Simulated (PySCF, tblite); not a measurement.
# C4H14NPSi2: geometry, infrared bands and NMR shifts

Wanted: the infrared bands and NMR shifts of C4H14NPSi2 (`C=CP(CC)N([SiH3])[SiH3]`), by calculation.

The runs use tblite 0.8.0 and PySCF 2.14.0, with density-fitted response routines of our own; the level of theory stands in each step. All values are computed, except where a source is named. Atoms are numbered from 0 throughout.

**1. Starting geometry**

22 atoms, charge 0, multiplicity 1; geometry from: force field or distance geometry start.

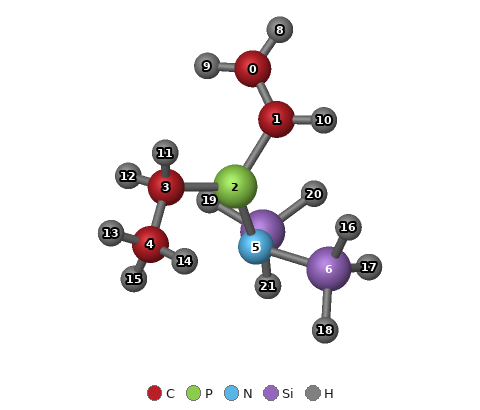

As it starts; carbon red, phosphorus green, nitrogen blue, silicon purple, hydrogen grey, atoms numbered.

**2. Optimising the geometry with GFN2-xTB**

What the job is given:

```
{"job": {"kind": "relax", "xc": "GFN2-xTB", "basis": "xTB"}, "charge": 0, "multiplicity": 1}
C     -1.138300     2.729500    -0.023400
C     -0.514100     1.781700     0.672000
P     -0.395500     0.103400     0.081300
C     -1.901600    -0.754500    -0.387400
C     -1.935300    -2.243900    -0.118300
N      1.148400    -0.600400    -0.250900
Si     2.069000    -0.641700     1.297300
Si     2.172800     0.327000    -1.396000
H     -1.179100     3.723600     0.383600
H     -1.614800     2.524900    -0.958100
H     -0.046300     2.033000     1.648300
H     -2.786700    -0.344100     0.149500
H     -2.142900    -0.612300    -1.461100
H     -3.004600    -2.545800    -0.293900
H     -1.701400    -2.530200     0.916400
H     -1.351100    -2.824700    -0.867400
H      1.230500    -0.010000     2.343900
H      3.330400     0.102200     1.108600
H      2.387400    -2.039800     1.602900
H      1.389300     0.694600    -2.600200
H      2.648600     1.585100    -0.796700
H      3.325100    -0.438400    -1.852700
```

Launch:

```
> OMP_NUM_THREADS=1 python probes_run.py task.json out
```

This one command runs all jobs of the session in turn.

**Question.** This job is followed by: GFN2-xTB harmonic vibrations, gas phase; GIAO PBE0/pcSseg-1 NMR shielding, non-relativistic, gas phase. Predict these results of the whole session: strongest single infrared mode (GFN2-xTB); zero-point energy (GFN2-xTB); 13C shifts against TMS (PBE0/pcSseg-1); 1H shifts against TMS (PBE0/pcSseg-1, means over atoms taken as alike); 31P shifts against H3PO4 (PBE0/pcSseg-1); 15N shifts against NH3 (PBE0/pcSseg-1); 29Si shifts against TMS (PBE0/pcSseg-1, means over atoms taken as alike).

As calculated:

```
                                                                quantity                                   value
                               strongest single infrared mode (GFN2-xTB)                    803 cm⁻¹, 746 km/mol
                                            zero-point energy (GFN2-xTB)                          100.9 kcal/mol
                                  13C shifts against TMS (PBE0/pcSseg-1)            157.8, 128.3, 32.8, 11.6 ppm
  1H shifts against TMS (PBE0/pcSseg-1, means over atoms taken as alike)  6.75, 6.04, 5.51, 4.74, 1.76, 1.37 ppm
                                31P shifts against H3PO4 (PBE0/pcSseg-1)                                41.4 ppm
                                  15N shifts against NH3 (PBE0/pcSseg-1)                                -6.8 ppm
29Si shifts against TMS (PBE0/pcSseg-1, means over atoms taken as alike)                               -53.7 ppm
```

In words: Relaxing lowered the energy by 3.033 eV in 195 steps; the close pair that moved most is P2–C3, from 1.796 to 1.869 Å. All 60 modes are real, so the xTB geometry is a minimum. The strongest single mode, at 803 cm⁻¹, has its largest shares on H18, H16, H21 and H20 (the list is cut at 4 atoms). Unscaled tight-binding wavenumbers are off by several per cent, some by more. Its intensities can rank the bands wrongly. The most deshielded carbon is C1 (alkene CH), at 157.8 ppm: as expected for a trigonal carbon in a double bond. The most deshielded hydrogen is H10 (hydrogen on an alkene CH), at 6.75 ppm: olefinic region.
